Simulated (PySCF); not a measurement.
# C7H7S: the cost of one run

Computed with PySCF 2.14.0 and routines of our own; the level stands in each step. Atoms count from 0.

## 1. The system as given

15 atoms, charge 0, multiplicity 2; geometry from: GFN2-xTB.

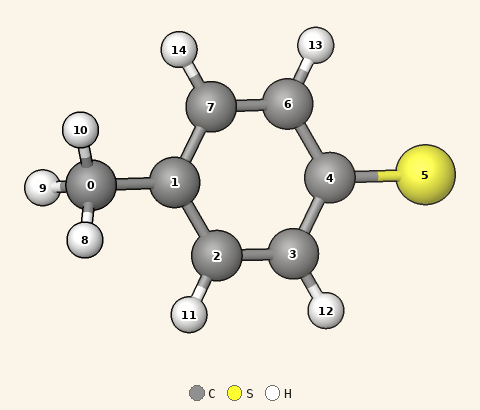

The starting geometry (carbon grey, sulfur yellow, hydrogen white).

## 2. Open-shell or spin-flip excitations: unrestricted TDDFT PBE0/def2-SVPD

What the job is given:

```
{"job": {"kind": "uabs", "xc": "PBE0", "basis": "def2-SVPD", "nstates": 10, "tda": false}, "charge": 0, "multiplicity": 2}
C     -2.245787    -0.207824     0.004133
C     -0.758150    -0.066567     0.013144
C      0.060988    -1.185230     0.167948
C      1.431907    -1.067967     0.161400
C      2.029400     0.188233    -0.006077
S      3.740211     0.345024    -0.014711
C      1.211566     1.314562    -0.166498
C     -0.158042     1.181461    -0.155778
H     -2.559385    -1.053396     0.612137
H     -2.594898    -0.380805    -1.015149
H     -2.725772     0.695895     0.372629
H     -0.390364    -2.158939     0.295595
H      2.061586    -1.935698     0.284953
H      1.671738     2.282040    -0.296575
H     -0.779413     2.057202    -0.279062
```

Method: unrestricted TDDFT PBE0/def2-SVPD, vertical, gas phase, core orbitals frozen in the response.

Started as:

```console
$ OMP_NUM_THREADS=1 python excited_run.py task.json out
```

The driver reads the jobs from task.json and runs them one after another.

**Question.** How long does this first job take on 1 thread of Arm Neoverse N1, shared host, and how much memory does it need?

About 2.9 min, with a peak of 0.81 GiB.
